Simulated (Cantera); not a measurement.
Input: 1 mol Si, 5.9 mol NF3, 0.12 mol H2, held at 0.100 bar.

Cantera equilibrium calculation (NASA polynomials, part measured and part estimated; ideal gas, pure solids and liquids). Candidate condensed phases: Si, Si3N4; 37 gas species. Equilibrium is a limit: real reactors are often held back by kinetics, nucleation or transport.

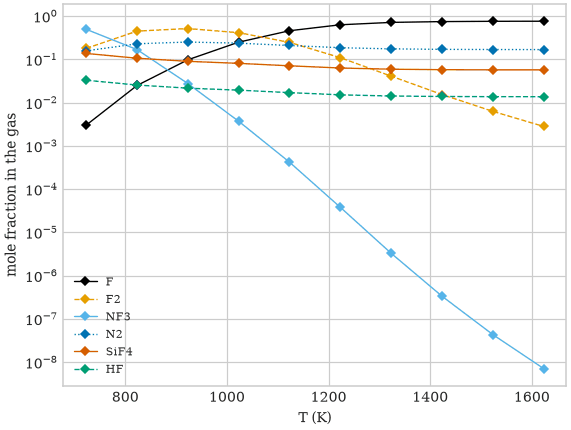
*Equilibrium gas composition (values under 1e-9 drawn at 1e-9)*

### Question
Read off the mole fractions at 1223 K.

### Answer
F about 0.63, N2 about 0.19, F2 about 0.11, SiF4 about 0.063, HF about 0.015, NF3 about 3.8e-5.
